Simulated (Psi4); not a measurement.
# Interaction calculation of BSiH3ClO (charge −1) (part 2 of 2)

The same run, continued: BSiH3ClO, charge −1, SMILES [SiH3-].O=BCl; SAPT0/jun-cc-pVTZ, RHF (Psi4 1.11). 

Geometry of the input (Å):
```
Si 0.5397  -0.0507  -0.3009
H  0.4266  0.6223  1.0859
H  -0.2985  -1.2837  0.1068
H  -0.6678  0.7122  -0.8918
O  3.0353  0.1769  2.5649
B  2.6494  1.1331  1.9645
Cl 2.1187  2.4453  1.1388
```

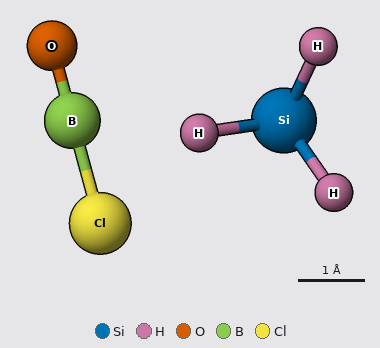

Figure 1. The structure (ball-and-stick view, seen at a tilt).

## Output, continued
```
 ------------------------------------------------------------------------------------

 L = 1.  Multiply by 2.5417464519 to convert [e a0] to [Debye]
 Dipole X            :        -14.2751426           13.2585075           -1.0166351
 Dipole Y            :          1.3390053           -1.2459909            0.0930143
 Dipole Z            :          7.9559715           -7.3920417            0.5639298
 Magnitude           :                                                    1.1662828

 ------------------------------------------------------------------------------------

	total time  =          4 seconds =       0.07 minutes

  //>>>>>>>>>>>>>>>>>>>>>>>>>>>>>>>>>>>//
  //            Monomer B HF           //
  //<<<<<<<<<<<<<<<<<<<<<<<<<<<<<<<<<<<//

  ==> Geometry <==

    Molecular point group: c1
    Full point group: C1

    Geometry (in Angstrom), charge = 0, multiplicity = 1:

       Center              X                  Y                   Z               Mass
    ------------   -----------------  -----------------  -----------------  -----------------
      Gh(SI)          0.539700000000    -0.050720000000    -0.300900000000    27.976926534650
      Gh(H)           0.426600000000     0.622270000000     1.085900000000     1.007825032230
      Gh(H)          -0.298500000000    -1.283720000000     0.106800000000     1.007825032230
      Gh(H)          -0.667800000000     0.712180000000    -0.891800000000     1.007825032230
         O            3.035260000000     0.176870000000     2.564860000000    15.994914619570
         B            2.649410000000     1.133100000000     1.964510000000    11.009305360000
         CL           2.118700000000     2.445260000000     1.138800000000    34.968852682000

  Running in c1 symmetry.

  Rotational constants: A =      0.16128  B =      0.02342  C =      0.02095 [cm^-1]
  Rotational constants: A =   4835.09552  B =    702.21300  C =    628.07386 [MHz]
  Nuclear repulsion =   70.603228899058024

  Charge       = 0
  Multiplicity = 1
  Electrons    = 30
  Nalpha       = 15
  Nbeta        = 15

  ==> Iterations <==

                           Total Energy        Delta E     RMS |[F,P]|

   @DF-RHF iter SAD:  -558.40818779161123   -5.58408e+02   0.00000e+00
   @DF-RHF iter   1:  -559.04960244307347   -6.41415e-01   2.84890e-03 DIIS/ADIIS
   @DF-RHF iter   2:  -559.08302371684579   -3.34213e-02   2.62197e-03 DIIS/ADIIS
   @DF-RHF iter   3:  -559.18400555230846   -1.00982e-01   1.21345e-04 DIIS/ADIIS
   @DF-RHF iter   4:  -559.18465620482084   -6.50653e-04   4.51173e-05 DIIS
   @DF-RHF iter   5:  -559.18475445077797   -9.82460e-05   1.53759e-05 DIIS
   @DF-RHF iter   6:  -559.18476888169732   -1.44309e-05   4.09969e-06 DIIS
   @DF-RHF iter   7:  -559.18476963808519   -7.56388e-07   1.03182e-06 DIIS
   @DF-RHF iter   8:  -559.18476967973936   -4.16542e-08   2.39568e-07 DIIS
   @DF-RHF iter   9:  -559.18476968163600   -1.89664e-09   3.31613e-08 DIIS
   @DF-RHF iter  10:  -559.18476968170012   -6.41194e-11   6.73344e-09 DIIS
  Energy and wave function converged.

  ==> Post-Iterations <==

    Orbital Energies [Eh]
    ---------------------

    Doubly Occupied:

       1A   -104.906287     2A    -20.559048     3A    -10.633752
       4A     -8.100674     5A     -8.098771     6A     -8.098758
       7A     -7.689711     8A     -1.335645     9A     -1.192990
      10A     -0.687191    11A     -0.625348    12A     -0.578160
      13A     -0.578139    14A     -0.498962    15A     -0.498942

    Virtual:

      16A      0.025124    17A      0.035529    18A      0.045810
      19A      0.051387    20A      0.065211    21A      0.065489
      22A      0.067534    23A      0.096946    24A      0.102862
      25A      0.112872    26A      0.137328    27A      0.142066
      28A      0.156548    29A      0.160476    30A      0.176223
      31A      0.183084    32A      0.187833    33A      0.191657
      34A      0.206246    35A      0.212891    36A      0.215383
      37A      0.217717    38A      0.223832    39A      0.229557
      40A      0.235375    41A      0.269737    42A      0.280640
      43A      0.282620    44A      0.288343    45A      0.320065
      46A      0.325364    47A      0.342605    48A      0.358059
      49A      0.370055    50A      0.389236    51A      0.402674
      52A      0.406410    53A      0.422854    54A      0.448913
      55A      0.456488    56A      0.492597    57A      0.494426
      58A      0.537320    59A      0.540060    60A      0.619497
      61A      0.624167    62A      0.643865    63A      0.659031
      64A      0.668220    65A      0.689548    66A      0.697413
      67A      0.712452    68A      0.739195    69A      0.752835
      70A      0.764583    71A      0.780704    72A      0.797480
      73A      0.848031    74A      0.850493    75A      0.867327
      76A      0.872565    77A      0.879131    78A      0.905823
      79A      0.914763    80A      0.919267    81A      0.954341
      82A      0.966394    83A      0.970200    84A      1.025582
      85A      1.063795    86A      1.094106    87A      1.103150
      88A      1.127781    89A      1.147417    90A      1.175456
      91A      1.190585    92A      1.255459    93A      1.270529
      94A      1.318393    95A      1.338626    96A      1.351486
      97A      1.378070    98A      1.390339    99A      1.426633
     100A      1.456919   101A      1.548809   102A      1.599432
     103A      1.610170   104A      1.616893   105A      1.699684
     106A      1.724025   107A      1.772493   108A      1.789380
     109A      1.796858   110A      1.819994   111A      1.848169
     112A      1.858171   113A      1.929047   114A      1.932622
     115A      1.939696   116A      1.948584   117A      1.978416
     118A      2.044005   119A      2.068104   120A      2.079827
     121A      2.100032   122A      2.115950   123A      2.131873
     124A      2.166518   125A      2.178987   126A      2.277138
     127A      2.298163   128A      2.311295   129A      2.329950
     130A      2.364026   131A      2.386330   132A      2.420370
     133A      2.432361   134A      2.499396   135A      2.507040
     136A      2.536450   137A      2.568184   138A      2.603060
     139A      2.641549   140A      2.690316   141A      2.763239
     142A      2.804788   143A      2.813082   144A      2.865334
     145A      2.873843   146A      2.959242   147A      3.110741
     148A      3.124961   149A      3.211687   150A      3.378224
     151A      3.386385   152A      3.417033   153A      3.594805
     154A      3.610206   155A      3.723905   156A      3.769499
     157A      3.784601   158A      3.845408   159A      3.852719
     160A      3.969508   161A      4.043877   162A      4.083284
     163A      4.115297   164A      4.140160   165A      4.153895
     166A      4.235294   167A      4.267508   168A      4.312862
     169A      4.443092   170A      4.491739   171A      4.520943
     172A      4.688828   173A      4.742168   174A      4.773956
     175A      4.789345   176A      4.882365   177A      4.891240
     178A      4.902608   179A      4.922875   180A      4.967448
     181A      5.039123   182A      5.052898   183A      5.083072
     184A      5.605135   185A      5.616655   186A      5.620462
     187A      5.632838   188A      5.777745   189A      5.938669
     190A      5.940128   191A      6.499507   192A      6.515486
     193A      6.537970   194A      6.812199   195A      7.149198
     196A      7.160836   197A      7.447254   198A      7.464475
     199A      7.719574   200A      9.089101   201A     11.843910
     202A     12.911686   203A     19.649068   204A     19.694260
     205A     19.697945   206A    106.422950

    Final Occupation by Irrep:
              A
    DOCC [    15 ]
    NA   [    15 ]
    NB   [    15 ]

  @DF-RHF Final Energy:  -559.18476968170012

   => Energetics <=

    Nuclear Repulsion Energy =             70.6032288990580241
    One-Electron Energy =                -911.4112423424895724
    Two-Electron Energy =                 281.6232437617313167
    Total Energy =                       -559.1847696817001179

Computation Completed

Properties will be evaluated at   0.000000,   0.000000,   0.000000 [a0]

Properties computed using the SCF density matrix

 Multipole Moments:

 ------------------------------------------------------------------------------------
     Multipole            Electronic (a.u.)      Nuclear  (a.u.)        Total (a.u.)
 ------------------------------------------------------------------------------------

 L = 1.  Multiply by 2.5417464519 to convert [e a0] to [Debye]
 Dipole X            :       -139.3954768          138.9837440           -0.4117328
 Dipole Y            :        -90.9134697           91.9349492            1.0214795
 Dipole Z            :        -94.5621048           93.9213349           -0.6407700
 Magnitude           :                                                    1.2741783

 ------------------------------------------------------------------------------------

	total time  =          3 seconds =       0.05 minutes
  Constructing Basis Sets for SAPT...

   => Loading Basis Set <=

    Name: (JUN-CC-PVTZ AUX)
    Role: RIFIT
    Keyword: DF_BASIS_SAPT

   => Loading Basis Set <=

    Name: (JUN-CC-PVTZ AUX)
    Role: JKFIT
    Keyword: DF_BASIS_ELST

  //>>>>>>>>>>>>>>>>>>>>>>>>>>>>>>>>>>>//
  //               SAPT0               //
  //<<<<<<<<<<<<<<<<<<<<<<<<<<<<<<<<<<<//

        SAPT0
     6 June 2009

      Orbital Information
  --------------------------
    NSO        =       206
    NMO        =       206
    NRI        =       560
    NRI (Elst) =       554
    NOCC A     =         9
    NOCC B     =        15
    FOCC A     =         5
    FOCC B     =         7
    NVIR A     =       197
    NVIR B     =       191

    Elst10,r            =    -0.029935716418 [Eh]
    Exch10              =     0.043318211115 [Eh]
    Exch10 (S^2)        =     0.042102998372 [Eh]

    Maxiter = 50
    CPHF R converge = 1.000000E-08

    Iter     Energy [mEh]          dE [mEh]         Residual      Time [s]
       1     -34.49391700      34.493916998     2.761932e-02             0
       2     -45.56859192      11.074674918     5.814585e-03             0
       3     -45.31543578      -0.253156136     1.902538e-03             1
       4     -45.24375242      -0.071683362     5.569442e-04             1
       5     -45.27834581       0.034593395     1.503607e-04             1
       6     -45.27763499      -0.000710824     3.849106e-05             1
       7     -45.27575835      -0.001876640     8.567257e-06             1
       8     -45.27622951       0.000471164     2.009423e-06             1
       9     -45.27617243      -0.000057080     4.557555e-07             1
      10     -45.27617128      -0.000001156     9.839510e-08             1
      11     -45.27617383       0.000002553     2.079928e-08             1
      12     -45.27617328      -0.000000551     4.324342e-09             1

    CHF Iterations converged

    Maxiter = 50
    CPHF R converge = 1.000000E-08

    Iter     Energy [mEh]          dE [mEh]         Residual      Time [s]
       1      -4.81900352       4.819003524     1.836942e-02             1
       2      -4.58610685      -0.232896678     5.147107e-03             1
       3      -4.75349809       0.167391243     2.125627e-03             1
       4      -4.85867166       0.105173571     3.817402e-04             1
       5      -4.84537278      -0.013298882     1.560159e-04             1
       6      -4.84325944      -0.002113338     5.064210e-05             1
       7      -4.84472132       0.001461884     1.645524e-05             1
       8      -4.84452411      -0.000197211     5.292685e-06             1
       9      -4.84449688      -0.000027232     1.695556e-06             2
      10      -4.84451852       0.000021639     3.835101e-07             2
      11      -4.84451584      -0.000002681     1.107122e-07             2
      12      -4.84451541      -0.000000433     2.545128e-08             2
      13      -4.84451564       0.000000233     4.699196e-09             2

    CHF Iterations converged

    Ind20,r (A<-B)      =    -0.045276173279 [Eh]
    Ind20,r (B<-A)      =    -0.004844515639 [Eh]
    Ind20,r             =    -0.050120688918 [Eh]
    Exch-Ind20,r (A<-B) =     0.041339495117 [Eh]
    Exch-Ind20,r (B<-A) =     0.001447549473 [Eh]
    Exch-Ind20,r        =     0.042787044590 [Eh]
    Disp20              =    -0.016483433099 [Eh]
    Disp20 (SS)         =    -0.008241716550 [Eh]
    Disp20 (OS)         =    -0.008241716550 [Eh]
    Exch-Disp20         =     0.004133848384 [Eh]
    Exch-Disp20 (SS)    =     0.002587733096 [Eh]
    Exch-Disp20 (OS)    =     0.001546115288 [Eh]

    SAPT Results
  --------------------------------------------------------------------------------------------------------
    Electrostatics                -29.93571642 [mEh]     -18.78494566 [kcal/mol]     -78.59621263 [kJ/mol]
      Elst10,r                    -29.93571642 [mEh]     -18.78494566 [kcal/mol]     -78.59621263 [kJ/mol]

    Exchange                       43.31821111 [mEh]      27.18258786 [kcal/mol]     113.73194761 [kJ/mol]
      Exch10                       43.31821111 [mEh]      27.18258786 [kcal/mol]     113.73194761 [kJ/mol]
      Exch10(S^2)                  42.10299837 [mEh]      26.42003035 [kcal/mol]     110.54140700 [kJ/mol]

    Induction                      -7.99093693 [mEh]      -5.01438863 [kcal/mol]     -20.98020202 [kJ/mol]
      Ind20,r                     -50.12068892 [mEh]     -31.45120713 [kcal/mol]    -131.59185063 [kJ/mol]
      Exch-Ind20,r                 42.78704459 [mEh]      26.84927584 [kcal/mol]     112.33737009 [kJ/mol]
      delta HF,r (2)               -0.65729260 [mEh]      -0.41245733 [kcal/mol]      -1.72572149 [kJ/mol]

    Dispersion                    -12.34958472 [mEh]      -7.74948141 [kcal/mol]     -32.42383020 [kJ/mol]
      Disp20                      -16.48343310 [mEh]     -10.34351043 [kcal/mol]     -43.27724764 [kJ/mol]
      Exch-Disp20                   4.13384838 [mEh]       2.59402902 [kcal/mol]      10.85341744 [kJ/mol]
      Disp20 (SS)                  -8.24171655 [mEh]      -5.17175522 [kcal/mol]     -21.63862382 [kJ/mol]
      Disp20 (OS)                  -8.24171655 [mEh]      -5.17175522 [kcal/mol]     -21.63862382 [kJ/mol]
      Exch-Disp20 (SS)              2.58773310 [mEh]       1.62382703 [kcal/mol]       6.79409231 [kJ/mol]
      Exch-Disp20 (OS)              1.54611529 [mEh]       0.97020199 [kcal/mol]       4.05932513 [kJ/mol]

  Total HF                          5.39155777 [mEh]       3.38325358 [kcal/mol]      14.15553297 [kJ/mol]
  Total SAPT0                      -6.95802695 [mEh]      -4.36622783 [kcal/mol]     -18.26829723 [kJ/mol]

  Special recipe for scaled SAPT0 (see Manual):
    Electrostatics sSAPT0         -29.93571642 [mEh]     -18.78494566 [kcal/mol]     -78.59621263 [kJ/mol]
    Exchange sSAPT0                43.31821111 [mEh]      27.18258786 [kcal/mol]     113.73194761 [kJ/mol]
    Induction sSAPT0               -4.17810623 [mEh]      -2.62180124 [kcal/mol]     -10.96961640 [kJ/mol]
    Dispersion sSAPT0             -11.98121003 [mEh]      -7.51832280 [kcal/mol]     -31.45666260 [kJ/mol]
  Total sSAPT0                     -2.77682157 [mEh]      -1.74248184 [kcal/mol]      -7.29054401 [kJ/mol]
  --------------------------------------------------------------------------------------------------------

	total time  =         10 seconds =       0.17 minutes

Warning! sapt0 does not have an associated derived wavefunction. The returned wavefunction is the dimer SCF wavefunction.

[set-up sections that repeat, and orbital energies of the middle runs, are left out above]
```

## Standard output
```
E = -0.006958027
```
